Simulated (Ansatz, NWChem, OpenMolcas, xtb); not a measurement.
How methods differ on BOF (fluoro(oxo)borane)

The species is BOF (3 atoms), meant as a singlet with charge 0. As SMILES, `O=BF`. Geometry: relaxed at PBE0-D4/def2-TZVP.

```xyz
3

O     0.9831   -0.5651    0.4799
B     0.0203   -0.0116    0.0099
F    -1.0034    0.5768   -0.4898
```

Each level gives the vertical energy of the triplet above the singlet (eV). The values are calculated.

```json
{"level": "GFN0-xTB", "kind": "semi-empirical", "program": "xtb", "value (eV)": "7.08", "CPU time (all runs)": "under 2 s"}
{"level": "HF/cc-pVTZ", "kind": "Hartree–Fock", "program": "OpenMolcas", "value (eV)": "6.95", "CPU time (all runs)": "18 s"}
{"level": "SVWN5/cc-pVTZ", "kind": "LDA", "program": "NWChem", "value (eV)": "8.00", "CPU time (all runs)": "45 s"}
{"level": "BLYP/cc-pVTZ", "kind": "GGA", "program": "OpenMolcas", "value (eV)": "7.74", "CPU time (all runs)": "55 s"}
{"level": "r2SCAN/cc-pVTZ", "kind": "meta-GGA", "program": "OpenMolcas", "value (eV)": "7.73", "CPU time (all runs)": "75 s"}
{"level": "B3LYP/cc-pVTZ", "kind": "global hybrid", "program": "NWChem", "value (eV)": "7.79", "CPU time (all runs)": "29 s"}
{"level": "CAM-B3LYP/cc-pVTZ", "kind": "range-separated hybrid", "program": "NWChem", "value (eV)": "7.84", "CPU time (all runs)": "96 s"}
{"level": "B2PLYP/cc-pVTZ", "kind": "double hybrid", "program": "NWChem", "value (eV)": "8.00", "CPU time (all runs)": "28 s"}
{"level": "FCI/STO-3G", "kind": "exact in the basis", "program": "Ansatz", "value (eV)": "8.24", "CPU time (all runs)": "3 s"}
```

The values span 6.95 to 8.24 eV. The xTB rows lack spin polarisation, so open shells miss the exchange term that lowers them. High-level rows in very small sets aren't better than simpler rows in larger ones. Times are those of the runs behind each value, whatever else they computed, on shared processors of several kinds: orders of magnitude only.

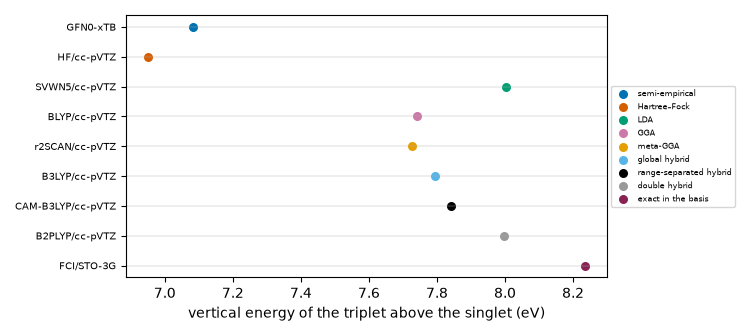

The values of the table, level by level.
